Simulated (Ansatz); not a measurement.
# CCSDT/def2-TZVPPD run of AlH (SMILES [AlH])

Aim: the energy change on altering one bond length of AlH at CCSDT/def2-TZVPPD, from 2 runs. 

The results are computed with Ansatz 0.2.0.

33 further runs of the same task are left out: 33 set aside as unsound or not needed.

### Step 1. The system as given

AlH: 2 atoms, total charge 0, spin state singlet. As SMILES, `[AlH]`. The coordinates come from a PBE0-D4/def2-TZVP relaxation.

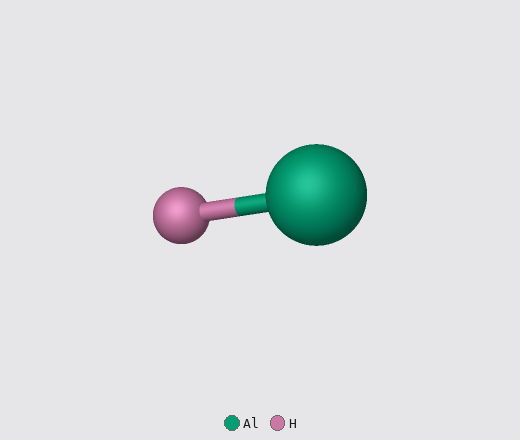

Viewed from a chosen angle; aluminium teal, hydrogen pink.

### Step 2. The energy at CCSDT/def2-TZVPPD

Input file in.yaml:

```yaml
crystal:
  periodic: [false, false, false]
  atoms:
    - {symbol: Al, position_ang: [-0.000000, 0.000000, -0.025640]}
    - {symbol: H, position_ang: [0.000000, -0.000000, 1.639110]}
basis:
  gaussian: {orbitals: def2-TZVPPD.json}
magnetization: {spin_polarized: false}
correlation: {method: ccsdt, frozen_orbitals: {Al: 5, H: 0}}
accuracy: high
scf: {omitted_lower_state_checks: [cluster_reference, increment]}
```

The basis set def2-TZVPPD is read from a file made from the Basis Set Exchange's data (not shown).

Started as:

```
$ ansatz run in.yaml --threads 1 --pin off --max-ram 3480MiB --events-out events.jsonl --progress --plain --runs-dir runs
```

What it wrote, shortened:

```text
Warning: RAYON_NUM_THREADS=1 ignored (pool sized by the plan → 1); use --threads N
Functional definition: HF
  name "HF"
[...]
816 factors; integrals over basis functions are off by at most 3.6e-9 eV
[...]
mean field -6597.61652821 eV, -242.4579353868 hartree, gradient 1.0e-8 eV, S^2 0.000000; 0 other end points of the search recorded, 0 dependent functions left out; unrestricted orbitals would lower it
5 core orbitals not correlated: weight in the atoms' cores, before any rotation towards them, 1.000 or more for the frozen orbitals, at most 0.000 for the correlated occupied ones
reference -6597.61652821 eV, -242.4579353868 hartree; 2, 2 occupied and 58, 58 virtual orbitals, 816 factors
second order -1.69523293 eV of doubles, -0.00000000 eV of singles
cycle   1  -2.04118342 eV  change   -3.5e-1 eV  update   6.7e-2
[...]
cycle  21  -2.29870957 eV  change  -2.9e-10 eV  update  2.1e-10
Total energy: -6599.91523778 eV, -242.5424114052 hartree
Checks for a lower state left out: cluster_reference, increment
```

It took 5.1 s on 1 thread of Arm Neoverse V2, shared host; peak memory 0.21 GiB.

### Step 3. The distorted shape, same level

Input file job.yaml:

```yaml
crystal:
  periodic: [false, false, false]
  atoms:
    - {symbol: Al, position_ang: [-0.000000, 0.000000, -0.857990]}
    - {symbol: H, position_ang: [0.000000, -0.000000, 1.639110]}
basis:
  gaussian:
    orbitals: def2-TZVPPD.json
scf:
  omitted_lower_state_checks: [cluster_reference, increment]
accuracy: high
correlation:
  method: ccsdt
  frozen_orbitals: {Al: 5, H: 0}
```

The basis set def2-TZVPPD is read from a file made from the Basis Set Exchange's data (not shown).

Started as:

```
$ ansatz run job.yaml --threads 1 --pin off --max-ram 3480MiB --events-out events.jsonl --progress --plain --runs-dir runs
```

What it wrote, shortened:

```text
Warning: RAYON_NUM_THREADS=1 ignored (pool sized by the plan → 1); use --threads N
[... 2 set-up lines as earlier in the session ...]
[...]
787 factors; integrals over basis functions are off by at most 3.6e-9 eV
[...]
mean field -6596.09703621 eV, -242.4020950854 hartree, gradient 1.8e-8 eV, S^2 0.000000; 0 other end points of the search recorded, 0 dependent functions left out; unrestricted orbitals would lower it
5 core orbitals not correlated: weight in the atoms' cores, before any rotation towards them, 1.000 or more for the frozen orbitals, at most 0.000 for the correlated occupied ones
reference -6596.09703621 eV, -242.4020950854 hartree; 2, 2 occupied and 58, 58 virtual orbitals, 787 factors
second order -1.72222286 eV of doubles, -0.00000000 eV of singles
cycle   1  -2.09474051 eV  change   -3.7e-1 eV  update   8.0e-2
[...]
cycle  24  -2.45737656 eV  change  -9.3e-11 eV  update  1.3e-10
Total energy: -6598.55441276 eV, -242.4924020081 hartree
Checks for a lower state left out: cluster_reference, increment
```

It took 5.7 s on 1 thread of Arm Neoverse V2, shared host; peak memory 0.21 GiB.

### Step 4. Summary of results

At CCSDT/def2-TZVPPD, 5 core orbitals frozen:

| quantity | value |
| --- | --- |
| first shape: total energy | -242.54241 Eh |
| first shape: correlation energy (5 core orbitals frozen) | -84.5 mEh |
| first shape: T1 diagnostic | 0.014 |
| distorted shape: total energy | -242.49240 Eh |
| distorted shape: correlation energy (5 core orbitals frozen) | -90.3 mEh |
| distorted shape: T1 diagnostic | 0.031 |
| energy change with the Al1–H2 bond stretched from 1.665 to 2.497 Å | 1.361 eV |

**Reading.** With the Al1–H2 bond stretched from 1.665 to 2.497 Å the energy rises by 1.36 eV (131 kJ/mol). The first shape isn't relaxed at this level, so the change isn't measured from a minimum. The restricted solution (first shape) is unstable to spin breaking: an unrestricted one lies lower. The T1 diagnostic (distorted shape) of 0.031 is above the customary mark for such species, so a single reference may not serve. The restricted solution (distorted shape) is unstable to spin breaking: an unrestricted one lies lower.
